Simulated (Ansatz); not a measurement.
# [SnH3]− (SMILES [H][Sn-]([H])[H]): CCSDT/STO-3G

Aim: the energy change on altering one bond length of [SnH3]− at CCSDT/STO-3G, from 2 runs. 

Program for the calculation: Ansatz 0.2.0.

1 further run of the same task is left out (set aside as unsound or not needed).

## Step 1: The system as given

The species is [SnH3]− (4 atoms), meant as a singlet with charge -1. As SMILES, `[H][Sn-]([H])[H]`. Geometry: a GFN2-xTB relaxation, a rough one for these elements and not checked as a minimum.

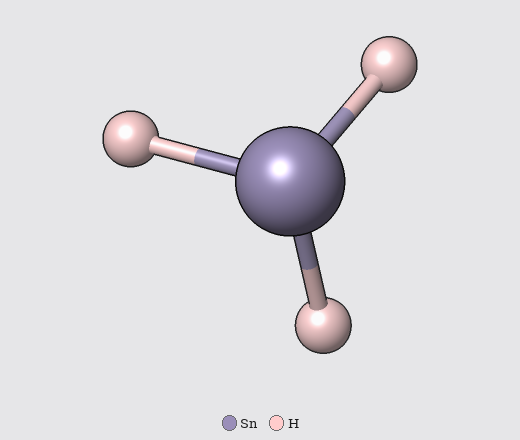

The structure, seen from a chosen angle (tin purple, hydrogen pink).

## Step 2: The energy at CCSDT/STO-3G

Contents of input.yaml:

```yaml
crystal:
  periodic: [false, false, false]
  atoms:
    - {symbol: Sn, position_ang: [-0.006380, 0.005730, 0.791670]}
    - {symbol: H, position_ang: [1.637790, -0.033600, -0.251650]}
    - {symbol: H, position_ang: [-0.786860, 1.432510, -0.280410]}
    - {symbol: H, position_ang: [-0.844540, -1.404640, -0.259610]}
basis:
  gaussian: {orbitals: STO-3G}
total_charge: -1
correlation: {method: ccsdt, frozen_orbitals: {H: 0, Sn: 18}}
accuracy: high
scf: {omitted_lower_state_checks: [cluster_reference, increment]}
```

The run is started by

```
ansatz run input.yaml --threads 1 --pin off --max-ram 2610MiB --events-out events.jsonl --progress --plain --runs-dir runs
```

Standard output (excerpt; [...] marks lines left out):

```text
Warning: RAYON_NUM_THREADS=1 ignored (pool sized by the plan → 1); use --threads N
Functional definition: HF
  name "HF"
[...]
519 factors; integrals over basis functions are off by at most 4.0e-9 eV
[...]
mean field -162310.16395168 eV, -5964.7885074437 hartree, gradient 1.2e-8 eV, S^2 0.000000; 0 other end points of the search recorded, 0 dependent functions left out
18 core orbitals not correlated: weight in the atoms' cores, before any rotation towards them, 1.000 or more for the frozen orbitals, at most 0.000 for the correlated occupied ones
reference -162310.16395168 eV, -5964.7885074437 hartree; 9, 9 occupied and 3, 3 virtual orbitals, 519 factors
second order -1.16118918 eV of doubles, -0.00000000 eV of singles
cycle   1  -1.55330085 eV  change   -3.9e-1 eV  update   6.6e-2
[...]
cycle  19  -1.82005038 eV  change  -8.8e-10 eV  update  8.0e-10
Total energy: -162311.98400207 eV, -5964.8553930617 hartree
Checks for a lower state left out: cluster_reference, increment
```

It took 0.32 s on 1 thread of AMD EPYC 9R45 (Zen 5), shared host.

## Step 3: The distorted shape at the same level

Contents of in.yaml:

```yaml
crystal:
  periodic: [false, false, false]
  atoms:
    - {symbol: Sn, position_ang: [0.203166, 0.358332, 1.054497]}
    - {symbol: H, position_ang: [1.847336, 0.319002, 0.011177]}
    - {symbol: H, position_ang: [-0.577314, 1.785112, -0.017583]}
    - {symbol: H, position_ang: [-0.844540, -1.404640, -0.259610]}
basis:
  gaussian:
    orbitals: STO-3G
total_charge: -1
correlation:
  method: ccsdt
  frozen_orbitals: {H: 0, Sn: 18}
accuracy: high
scf:
  omitted_lower_state_checks: [cluster_reference, increment]
```

The run is started by

```
ansatz run in.yaml --threads 1 --pin off --max-ram 2610MiB --events-out events.jsonl --progress --plain --runs-dir runs
```

Standard output (excerpt; [...] marks lines left out):

```text
Warning: RAYON_NUM_THREADS=1 ignored (pool sized by the plan → 1); use --threads N
[... 2 set-up lines as earlier in the session ...]
[...]
518 factors; integrals over basis functions are off by at most 4.0e-9 eV
[...]
mean field -162308.14566749 eV, -5964.7143368677 hartree, gradient 6.3e-9 eV, S^2 0.000000; 0 other end points of the search recorded, 0 dependent functions left out; unrestricted orbitals would lower it
18 core orbitals not correlated: weight in the atoms' cores, before any rotation towards them, 1.000 or more for the frozen orbitals, at most 0.000 for the correlated occupied ones
reference -162308.14566749 eV, -5964.7143368677 hartree; 9, 9 occupied and 3, 3 virtual orbitals, 518 factors
second order -1.40444112 eV of doubles, -0.00000000 eV of singles
cycle   1  -1.88170658 eV  change   -4.8e-1 eV  update   8.9e-2
[...]
cycle  21  -2.27714621 eV  change    1.1e-9 eV  update   1.7e-9
Total energy: -162310.42281370 eV, -5964.7980204473 hartree
Checks for a lower state left out: cluster_reference, increment
```

Wall time 0.3 s (1 thread of AMD EPYC 9R45 (Zen 5), shared host).

## Step 4: Summary of results

At CCSDT/STO-3G, 18 core orbitals frozen:

| quantity | value |
| --- | --- |
| first shape: total energy | -5964.85539 Eh |
| first shape: correlation energy (18 core orbitals frozen) | -66.9 mEh |
| first shape: T1 diagnostic | 0.009 |
| distorted shape: total energy | -5964.79802 Eh |
| distorted shape: correlation energy (18 core orbitals frozen) | -83.7 mEh |
| distorted shape: T1 diagnostic | 0.017 |
| energy change with the Sn1–H4 bond stretched from 1.949 to 2.436 Å | 1.561 eV |

What this shows: With the Sn1–H4 bond stretched from 1.949 to 2.436 Å the energy rises by 1.56 eV (151 kJ/mol). The first shape isn't relaxed at this level, so the change isn't measured from a minimum. The minimal basis adds a large error of its own. Relativity is left out (first shape) although the molecule holds a heavy atom. The restricted solution (distorted shape) is unstable to spin breaking: an unrestricted one lies lower. Relativity is left out (distorted shape) although the molecule holds a heavy atom.
